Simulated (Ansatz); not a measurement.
Breaking a bond in BH3Br− (SMILES [H][B-]([H])([H])Br)

BH3Br− has 5 atoms, charge -1, and is taken as a singlet. As SMILES, `[H][B-]([H])([H])Br`. Geometry: relaxed at GFN2-xTB.

```
atom    x (Å)    y (Å)    z (Å)
   B  -0.0024   0.0017  -0.1851
  Br   0.0152  -0.0198   1.8429
   H   1.1495   0.0105  -0.5598
   H  -0.5857   1.0038  -0.5364
   H  -0.5765  -0.9962  -0.5616
```

The B1–H5 distance is scanned; the parts on either side stay rigid. Basis STO-3G, 10 core orbitals frozen in the correlated methods; program Ansatz 0.2.0. FCI is exact within this basis and core. Energies in eV from each method's value at 1.211 Å; methods without a U are spin-restricted. The set has no diffuse functions, which an anion needs. The shape above is that at 1.211 Å.

| distance (Å) | BHLYP | CAM-B3LYP | HSE06 | CCSDT | CCSDT(Q) | FCI |
| --- | --- | --- | --- | --- | --- | --- |
| 1.211 | 0.00 | 0.00 | 0.00 | 0.00 | 0.00 | 0.00 |
| 1.514 | 1.09 | 1.01 | 1.00 | 0.90 | 0.90 | 0.90 |
| 1.817 | 2.74 | 2.58 | 2.55 | 2.37 | 2.37 | 2.37 |
| 2.422 | 5.68 | 5.40 | 5.26 | 4.75 | 4.76 | 4.76 |
| 3.028 | 7.46 | 7.15 | 6.85 | 5.73 | 5.78 | 5.74 |

Departure from the FCI curve at its largest: BHLYP +1.72 eV at 3.03 Å; CAM-B3LYP +1.41 eV at 3.03 Å; HSE06 +1.10 eV at 3.03 Å; CCSDT -0.01 eV at 3.03 Å; CCSDT(Q) +0.04 eV at 3.03 Å. Restricted functionals keep the electrons paired too, and rise too high.

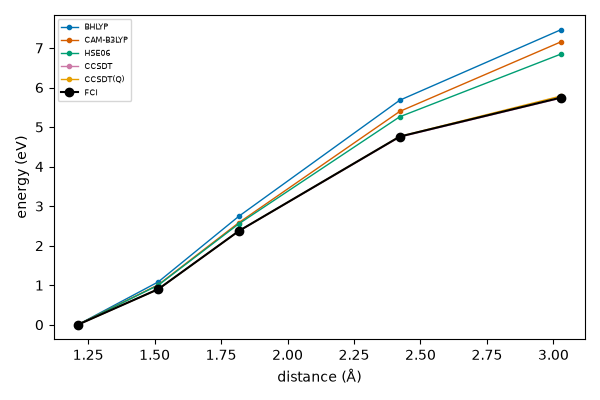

The curves of the table.
